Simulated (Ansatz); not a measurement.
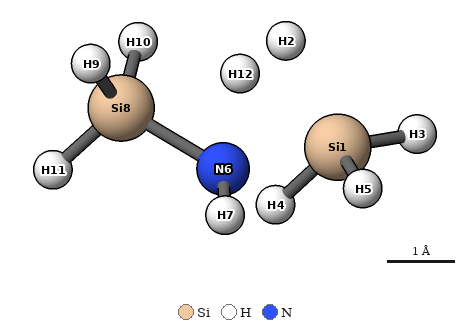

The starting structure (ball-and-stick view, seen at a tilt; atoms are numbered from 1 in the order of the input). Bond lengths as drawn: H–N 1.06 Å, H–Si 1.46 Å and N–Si 1.82 Å.

**Run report: Si$_{2}$NH$_{9}$, geometry relaxation (part 1 of 2)**

Si$_{2}$NH$_{9}$, computed with RKS B3LYP-D4/6-31G* (Ansatz 0.2.0).

The input holds or restrains some coordinates. Forces given for the steps count only the free coordinates. It belongs to a series of runs on one base structure; here: pulled along the bonds that form and break, towards end A. Figures and captions count atoms from 1; the log counts them from 0 in places.

The input:
```yaml
crystal:
  periodic: [false, false, false]
  atoms:
    - { symbol: Si, position_ang: [0.0, 0.0, 0.0] }
    - { symbol: H, position_ang: [0.0, 0.0, 1.81] }
    - { symbol: H, position_ang: [1.3768, 0.0, -0.4862] }
    - { symbol: H, position_ang: [-0.6877, 1.1914, -0.4862] }
    - { symbol: H, position_ang: [-0.6877, -1.1914, -0.4862] }
    - { symbol: "N", position_ang: [-2.0118, 0.0, 0.6685] }
    - { symbol: H, position_ang: [-2.7319, -0.6071, 0.1822] }
    - { symbol: Si, position_ang: [-2.5026, 1.0424, 2.0773] }
    - { symbol: H, position_ang: [-3.1705, 0.2206, 3.0824] }
    - { symbol: H, position_ang: [-1.3164, 1.6591, 2.6639] }
    - { symbol: H, position_ang: [-3.4153, 2.0851, 1.6175] }
    - { symbol: H, position_ang: [-0.9927, 0.0, 1.7642] }
basis:
  gaussian: { orbitals: "6-31G*" }
hamiltonian:
  xc: b3lyp
  dispersion: d4
relax:
  f_tol: 0.15
  max_steps: 25
  restrain:
    - { distance: [0, 5], at: 3.02, k: 30.0 }
    - { distance: [11, 1], at: 1.86, k: 30.0 }
    - { distance: [0, 1], at: 1.46, k: 30.0 }
    - { distance: [11, 5], at: 1.06, k: 30.0 }
output:
  orbitals: {}
```

Hardware: 1 thread of Intel Xeon (Granite Rapids), 32 GiB of memory available, shared host.

Run as:
```bash
ansatz run input.yaml --threads 1 --pin off --max-ram 2048MiB --backend cpu --events-out ev --progress --plain --runs-dir out
```

Log:
```
The last accepted step is kept in [file] (removed where the run ends without a failure and the disk answers)
Engine: ansatz 0.2.0, x86_64-unknown-linux-gnu
Functional definition: B3LYP
  parameter a0 = 0.2
  parameter ax = 0.72
  parameter ac = 0.81
  exchange = (1 - a0 - ax)*slater_x + ax*b88_x + a0*exact_x
  correlation = (1 - ac)*vwn_rpa_c + ac*lyp_c
815 factors; integrals over basis functions are off by at most 7.4e-4 eV
mean field evaluation 1: about -17379.4136 eV, gradient 5.9e1 eV
mean field evaluation 2: about -17332.3321 eV, gradient 1.3e2 eV
mean field evaluation 4: about -17386.8355 eV, gradient 5.4e0 eV
mean field evaluation 8: about -17386.9582 eV, gradient 9.7e-2 eV
mean field evaluation 16: about -17386.9582 eV, gradient 8.1e-6 eV
mean field -17386.95820207 eV, -638.9589286225 hartree, gradient 8.1e-6 eV, S^2 0.000000; 0 other end points of the search recorded, 0 dependent functions left out
the calculation of the forces begins
reference -17386.95846497 eV, -638.9589382841 hartree; 22, 22 occupied and 49, 49 virtual orbitals, 815 factors
relax step   1: F+E_penalty+E_count = -17387.35787381 eV  Δ(F+E_penalty+E_count) = +0.000e0 eV  max|allowed force component| = 3.070e0 eV/Å  E_restraint = 28.10053605 eV  max|allowed force component, restraints' pulls added| = 3.469e1 eV/Å  Δτ_max = 0.0000 Å  (26 SCF iters, accepted)
  distance Si 0 - N 5 = 2.1200 Å
  distance H 11 - H 1 = 0.9938 Å
  distance Si 0 - H 1 = 1.8100 Å
  distance H 11 - N 5 = 1.4964 Å
these checks for a lower state are left out or cut short: starts, cluster_reference, orbital_swaps, neighbouring_geometries, increment
815 factors; integrals over basis functions are off by at most 8.7e-4 eV
mean field -17387.76549149 eV, -638.9885959614 hartree, gradient 8.0e-5 eV, S^2 0.000000; 0 other end points of the search recorded, 0 dependent functions left out
[... from here on the field's lines of each further geometry are left out, up to the last ...]
relax step   2: F+E_penalty+E_count = -17388.14667173 eV  Δ(F+E_penalty+E_count) = -7.888e-1 eV  max|allowed force component| = 3.301e0 eV/Å  E_restraint = 12.71202575 eV  max|allowed force component, restraints' pulls added| = 2.297e1 eV/Å  Δτ_max = 0.1976 Å  (28 SCF iters, accepted)
relax step   3: F+E_penalty+E_count = -17389.07403801 eV  Δ(F+E_penalty+E_count) = -9.274e-1 eV  max|allowed force component| = 5.203e0 eV/Å  E_restraint = 4.06779646 eV  max|allowed force component, restraints' pulls added| = 1.064e1 eV/Å  Δτ_max = 0.1948 Å  (27 SCF iters, accepted)
relax step   4: F+E_penalty+E_count = -17390.35624348 eV  Δ(F+E_penalty+E_count) = -1.282e0 eV  max|allowed force component| = 4.020e0 eV/Å  E_restraint = 0.56324258 eV  max|allowed force component, restraints' pulls added| = 3.433e0 eV/Å  Δτ_max = 0.1946 Å  (26 SCF iters, accepted)
relax step   5: F+E_penalty+E_count = -17391.40556543 eV  Δ(F+E_penalty+E_count) = -1.049e0 eV  max|allowed force component| = 2.421e0 eV/Å  E_restraint = 0.05474458 eV  max|allowed force component, restraints' pulls added| = 1.538e0 eV/Å  Δτ_max = 0.1986 Å  (25 SCF iters, accepted)
relax step   6: F+E_penalty+E_count = -17391.85920539 eV  Δ(F+E_penalty+E_count) = -4.536e-1 eV  max|allowed force component| = 2.150e0 eV/Å  E_restraint = 0.02610368 eV  max|allowed force component, restraints' pulls added| = 9.085e-1 eV/Å  Δτ_max = 0.2000 Å  (25 SCF iters, accepted)
relax step   7: F+E_penalty+E_count = -17392.13799131 eV  Δ(F+E_penalty+E_count) = -2.788e-1 eV  max|allowed force component| = 1.412e0 eV/Å  E_restraint = 0.01021829 eV  max|allowed force component, restraints' pulls added| = 9.429e-1 eV/Å  Δτ_max = 0.1924 Å  (24 SCF iters, accepted)
relax step   8: F+E_penalty+E_count = -17392.25525375 eV  Δ(F+E_penalty+E_count) = -1.173e-1 eV  max|allowed force component| = 8.418e-1 eV/Å  E_restraint = 0.01405642 eV  max|allowed force component, restraints' pulls added| = 2.394e-1 eV/Å  Δτ_max = 0.2000 Å  (24 SCF iters, accepted)
relax step   9: F+E_penalty+E_count = -17392.27429531 eV  Δ(F+E_penalty+E_count) = -1.904e-2 eV  max|allowed force component| = 8.896e-1 eV/Å  E_restraint = 0.01454336 eV  max|allowed force component, restraints' pulls added| = 2.463e-1 eV/Å  Δτ_max = 0.1545 Å  (22 SCF iters, accepted)
relax step  10: F+E_penalty+E_count = -17392.27994404 eV  Δ(F+E_penalty+E_count) = -5.649e-3 eV  max|allowed force component| = 9.078e-1 eV/Å  E_restraint = 0.01233003 eV  max|allowed force component, restraints' pulls added| = 1.316e-1 eV/Å  Δτ_max = 0.1249 Å  (22 SCF iters, accepted)
relax step  11: F+E_penalty+E_count = -17392.28792321 eV  Δ(F+E_penalty+E_count) = -7.979e-3 eV  max|allowed force component| = 9.006e-1 eV/Å  E_restraint = 0.02836596 eV  max|allowed force component, restraints' pulls added| = 5.804e-1 eV/Å  Δτ_max = 0.1954 Å  (24 SCF iters, rejected (line search))
the calculation of the forces begins
reference -17391.95625646 eV, -639.1426037337 hartree; 22, 22 occupied and 49, 49 virtual orbitals, 815 factors
relax step  12: F+E_penalty+E_count = -17392.28391366 eV  Δ(F+E_penalty+E_count) = -3.970e-3 eV  max|allowed force component| = 8.868e-1 eV/Å  E_restraint = 0.01289715 eV  max|allowed force component, restraints' pulls added| = 6.817e-2 eV/Å  Δτ_max = 0.0953 Å  (23 SCF iters, accepted)
  distance Si 0 - N 5 = 3.0237 Å
  distance H 11 - H 1 = 1.8689 Å
  distance Si 0 - H 1 = 1.4714 Å
  distance H 11 - N 5 = 1.0348 Å
815 factors; integrals over basis functions are off by at most 7.6e-4 eV
mean field evaluation 96: about -17391.9560 eV, gradient 7.6e-3 eV
```

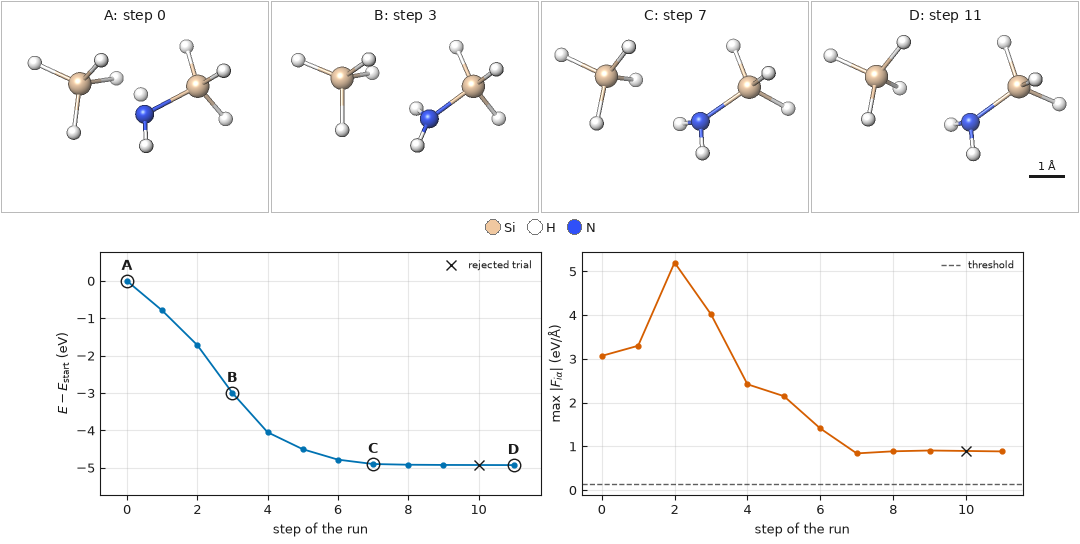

Frames of the restrained relaxation (ball-and-stick view, seen at an oblique angle) above the curves, on which the letters mark them (the first geometry is step 0 here and step 1 in the log).

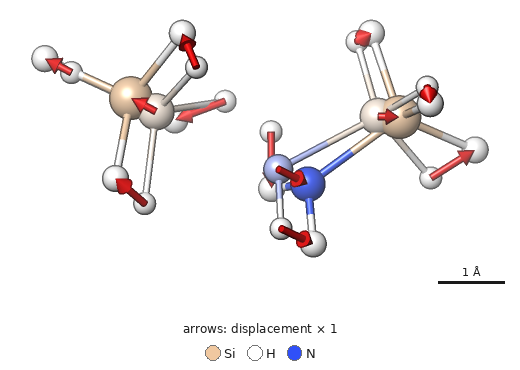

Start (faint) and end (solid) with the displacements as red arrows, at true length (ball-and-stick view, seen at an oblique angle). The two geometries are laid on each other by the best rigid fit. After 11 geometry steps the energy has fallen by 4.926 eV. Largest force component: 3.1 eV/Å at the start, 0.89 eV/Å at the end. The line search rejected the trial step at point 10 (counted from 0) and went back. H12 moves most after the best rigid fit: 0.88 Å. Largest moves by element: H 0.88 Å, N 0.67 Å, Si 0.44 Å. Among the contacts that change: N6–H12 1.496 → 1.035 Å, Si1–H2 1.810 → 1.471 Å, N6–Si8 1.820 → 1.745 Å, N6–H7 1.060 → 1.015 Å. New bonds form: N6–H12 (1.50 → 1.03 Å). Among the angles that change: N6–Si8–H9 109.5° → 116.4°, N6–Si8–H10 109.5° → 106.8°, H9–Si8–H11 109.4° → 107.2°. (Atoms are counted from 1 in the order of the input.)

```
mean field -17391.95598026 eV, -639.1425935835 hartree, gradient 5.3e-5 eV, S^2 0.000000; 1 other end points of the search recorded, 0 dependent functions left out
the calculation of the forces begins
reference -17391.95625646 eV, -639.1426037337 hartree; 22, 22 occupied and 49, 49 virtual orbitals, 815 factors
Total energy: -17392.28418986 eV, -639.1546550635 hartree
Atom 0 at     0.399310     0.046345    -0.184296 Å, force     0.050973     0.192439    -0.376276 eV/Å
Atom 1 at     0.319979    -0.498443     1.180239 Å, force     0.286837    -0.106316     0.208078 eV/Å
Atom 2 at     1.826545     0.000855    -0.616280 Å, force    -0.005517    -0.014332     0.001480 eV/Å
Atom 3 at    -0.051229     1.461350    -0.209411 Å, force     0.018005    -0.068170     0.001307 eV/Å
Atom 4 at    -0.399632    -0.795325    -1.114925 Å, force     0.045915     0.037023     0.041017 eV/Å
Atom 5 at    -2.265725    -0.179032     1.226243 Å, force     0.483689    -0.467772     0.335074 eV/Å
Atom 6 at    -2.974375    -0.781018     0.818206 Å, force     0.010484     0.021158     0.012246 eV/Å
Atom 7 at    -2.776298     1.160088     2.221093 Å, force    -0.008799     0.014304    -0.010011 eV/Å
Atom 8 at    -3.516030     0.812571     3.474400 Å, force     0.012301    -0.000517    -0.011806 eV/Å
Atom 9 at    -1.547264     1.897986     2.613884 Å, force    -0.015560    -0.007094    -0.003763 eV/Å
Atom 10 at    -3.669461     2.028516     1.408929 Å, force     0.008520    -0.012948     0.005015 eV/Å
Atom 11 at    -1.485621    -0.753793     1.589318 Å, force    -0.886847     0.412226    -0.202359 eV/Å
Dipole moment:    -0.140992    -0.248160     0.068995 e Å
```

Trajectory as extended XYZ (Å, eV, eV/Å), 12 frames, from step=1 to step=12:
```
12
Properties=species:S:1:pos:R:3:forces:R:3 step=1 energy=-17387.35787
Si    0.0000    0.0000    0.0000   -2.4164   0.1412  -0.0971
H     0.0000    0.0000    1.8100    0.9354  -0.0068  -0.8981
H     1.3768    0.0000   -0.4862    1.0395   0.0587   0.6320
H    -0.6877    1.1914   -0.4862    1.2215   0.9104  -0.8028
H    -0.6877   -1.1914   -0.4862    1.0236  -0.9742  -0.5578
N    -2.0118    0.0000    0.6685   -0.8951   1.4454   3.0699
H    -2.7319   -0.6071    0.1822    0.9634   0.3774   1.4267
Si   -2.5026    1.0424    2.0773   -1.8506  -0.5097  -2.0668
H    -3.1705    0.2206    3.0824   -0.2660  -0.1087   0.6171
H    -1.3164    1.6591    2.6639    0.4414   0.1653   0.1431
H    -3.4153    2.0851    1.6175   -0.3799   0.6082   0.1329
H    -0.9927    0.0000    1.7642    0.1831  -2.1071  -1.5990
12
Properties=species:S:1:pos:R:3:forces:R:3 step=2 energy=-17388.14667
Si    0.1115    0.0014    0.0158   -3.1800   0.2391   1.0513
H     0.1555   -0.0003    1.7288    0.6638  -0.0195  -1.9216
H     1.4082    0.0006   -0.4860    2.3455  -0.0285  -0.4530
H    -0.6659    1.1909   -0.4897    1.2683   0.0279  -0.0958
H    -0.6678   -1.1910   -0.4869    1.1146  -0.0614   0.0587
N    -2.1215    0.0011    0.7755    1.3390   1.9763   2.8885
H    -2.7381   -0.6088    0.1974    0.9345  -0.2604   1.6799
Si   -2.5335    1.0569    2.0872   -2.2662   0.1533  -0.8317
H    -3.1749    0.2199    3.0907   -0.3645   0.0482   0.8901
H    -1.3153    1.6591    2.6635    0.3078  -0.0716  -0.0743
H    -3.4227    2.0949    1.6181   -0.5940   0.8864   0.1093
H    -1.1754   -0.0246    1.6929   -1.5687  -2.8899  -3.3014
```
